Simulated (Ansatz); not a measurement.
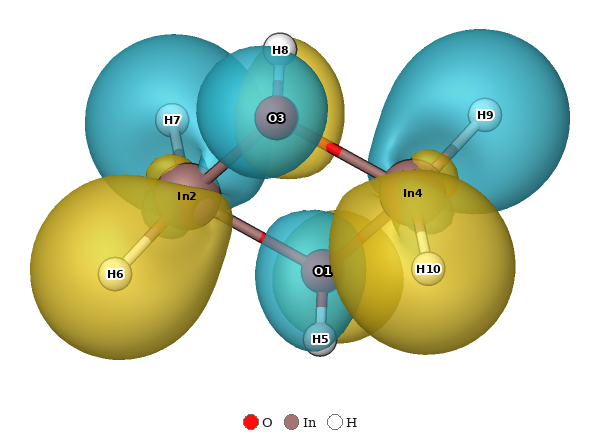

The picture shows: H₆In₂O₂ (SMILES [OH+]1[InH2-][OH+][InH2-]1). The HOMO at ±0.06 Å⁻³ᐟ² (yellow and cyan are the two phases), seen at a tilt.

Geometry: PBE0-D4/def2-TZVP; core potentials replace the inner electrons of In.

These are results of RKS PBE0-D4/def2-TZVPP in Ansatz 0.2.0, not measurements.

The calculation's input:

```
crystal:
  periodic: [false, false, false]
  atoms:
    - {symbol: O, position_ang: [-0.710376, 0.825881, -0.843139]}
    - {symbol: In, position_ang: [1.091686, -0.311275, -1.224916]}
    - {symbol: O, position_ang: [0.711665, -0.823909, 0.843745]}
    - {symbol: In, position_ang: [-1.092549, 0.310342, 1.224368]}
    - {symbol: H, position_ang: [-0.631013, 1.767238, -1.011160]}
    - {symbol: H, position_ang: [2.347349, 0.850431, -1.290049]}
    - {symbol: H, position_ang: [0.685822, -1.715851, -2.115322]}
    - {symbol: H, position_ang: [0.634948, -1.765049, 1.014162]}
    - {symbol: H, position_ang: [-2.347084, -0.852742, 1.285769]}
    - {symbol: H, position_ang: [-0.690457, 1.714923, 2.116532]}
basis:
  gaussian: {orbitals: def2-TZVPP}
hamiltonian: {xc: pbe0, dispersion: d4}
output: {orbitals: {seedname: orbitals}}
```

Command:

```sh
ansatz run in.yaml --threads 4 --pin off --events-out ev --progress --plain --max-ram 10444MiB
```

Question: Where does this orbital lie, and at what energy?

Answer: By Hirshfeld shares it lies mainly on In2 (about 15 %), In4 (about 15 %), O1 (about 15 %), O3 (about 15 %), H6 (about 10 %), H7 (about 10 %), H10 (about 10 %) and H9 (about 10 %); it is ungerade (odd under inversion). Its energy is −7.88 eV.
